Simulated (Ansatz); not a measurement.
Consider TaH₂O₃.

```
H Ta O
1.0
     4.96442    0.00000    0.00000
    -2.48221    4.29932    0.00000
     0.00000    0.00000    3.33823
H Ta O
2 1 3
Direct
  0.33333 0.66667 0.50000
  0.66667 0.33333 0.50000
  0.00000 0.00000 0.00000
  0.50000 0.00000 0.00000
  0.50000 0.50000 0.00000
  0.00000 0.50000 0.00000
```

Space group P6/mmm; built by placing these elements on a known structure type; computed pressure about −34 GPa in this cell; computed without spin polarisation.

The calculation used Ansatz, DFT, PAW plane waves, PBE.

### Predict the valence pseudo-density and electron localisation function between the atoms.

Ta–O (2.48 Å): ρ is about 0.29 e/Å³ halfway; the ELF peaks at about 0.85 in the valence shell of O, 0.7 Å from its nucleus, and is about 0.15 at the midpoint: no shared electron pair shows on this line.
Bader's partition of the density gives H +0.36, Ta +1.84 and O −0.85 e.

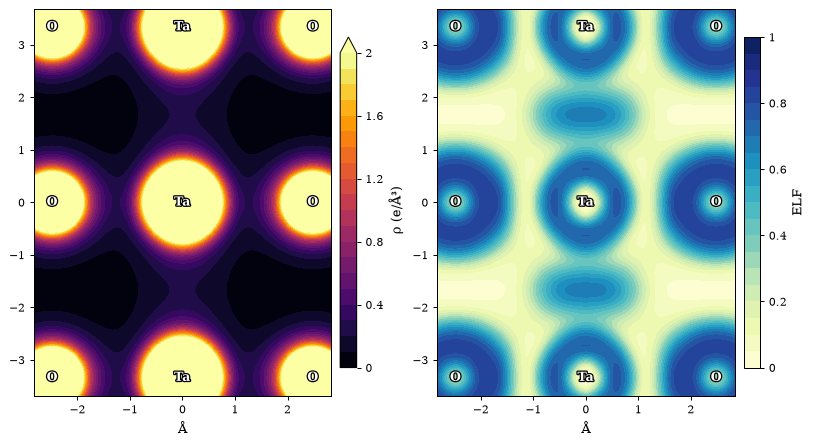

Computed valence pseudo-density and electron localisation function on the (100) plane of the conventional cell, in this order. 

The density is the valence pseudo-density of a PAW calculation; it isn't the true density close to the nuclei.
